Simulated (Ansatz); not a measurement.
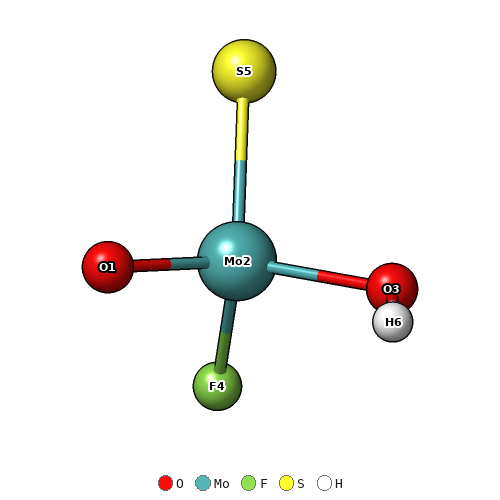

The system is FHMoO2S, SMILES [O]=[Mo]([OH])([F])=[S]; the picture shows the reference structure. 
- The first coordinate is: angle O1–Mo2–O3; the second: dihedral O1–Mo2–O3–H6.
- Nothing is relaxed (all other coordinates rigid).
- The grid has 7 × 8 points.
- Energies are in eV, from the relaxed molecule at the same level.
- Level of theory: RKS PBE0-D4/def2-TZVP in Ansatz.

Its coordinates:

```tsv
atom	x (Å)	y (Å)	z (Å)
O	-1.3839	0.2269	1.0441
Mo	-0.3044	0.1274	-0.2187
O	1.3044	-0.5737	0.3868
F	-1.0123	-0.9178	-1.5576
S	0.0413	2.0706	-0.9466
H	1.3969	-0.9974	1.2459
```

Range: angle O1–Mo2–O3 from 74.7 to 144.7°; dihedral O1–Mo2–O3–H6 from −180 to 135°.

Question: Predict the map.

Answer: The lowest grid point is at angle O1–Mo2–O3 = 109.7°, dihedral O1–Mo2–O3–H6 = −135°, −0.029 eV from the relaxed molecule at the same level. There is a further well near angle O1–Mo2–O3 = 109.7°, dihedral O1–Mo2–O3–H6 = 0° (0.035 eV above the lowest at that grid point). The highest grid point, angle O1–Mo2–O3 = 74.7°, dihedral O1–Mo2–O3–H6 = 90°, lies 2.17 eV above the lowest. On the interpolated surface the easiest way out of the lowest well to the well at about angle O1–Mo2–O3 = 109°, dihedral O1–Mo2–O3–H6 = 10° passes a barrier of about 0.083 eV. Round the minimum the two coordinates are weakly coupled (coupling −0.13 in units of the two stiffnesses).

| dihedral O1–Mo2–O3–H6 ↓, angle O1–Mo2–O3 → | 74.7 | 86.4 | 98.0 | 109.7 | 121.4 | 133.0 | 144.7 |
| --- | --- | --- | --- | --- | --- | --- | --- |
| 135 | 1.88 | 0.87 | 0.36 | 0.21 | 0.40 | 0.92 | 1.79 |
| 90 | 2.15 | 0.97 | 0.38 | 0.19 | 0.34 | 0.83 | 1.67 |
| 45 | 1.87 | 0.77 | 0.22 | 0.04 | 0.19 | 0.67 | 1.51 |
| 0 | 1.71 | 0.68 | 0.16 | 0.01 | 0.17 | 0.65 | 1.50 |
| −45 | 1.85 | 0.76 | 0.22 | 0.05 | 0.22 | 0.71 | 1.56 |
| −90 | 1.92 | 0.77 | 0.20 | 0.03 | 0.20 | 0.71 | 1.58 |
| −135 | 1.62 | 0.61 | 0.11 | −0.03 | 0.17 | 0.71 | 1.61 |
| −180 | 1.51 | 0.61 | 0.16 | 0.05 | 0.26 | 0.81 | 1.72 |

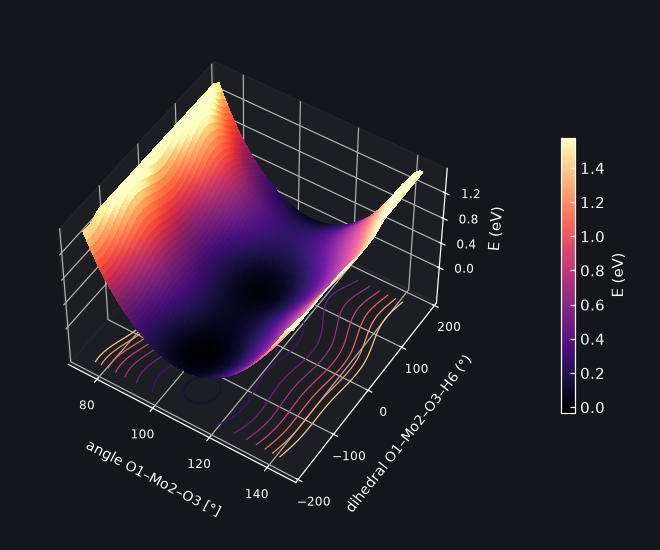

In the figure: a relief with its contours projected below, any walls above the top of the colour scale cut off. Between grid points the surface is interpolated.

Time for the 56 points that were run: 12 min on 1 thread of Arm Neoverse V1 (shared host).
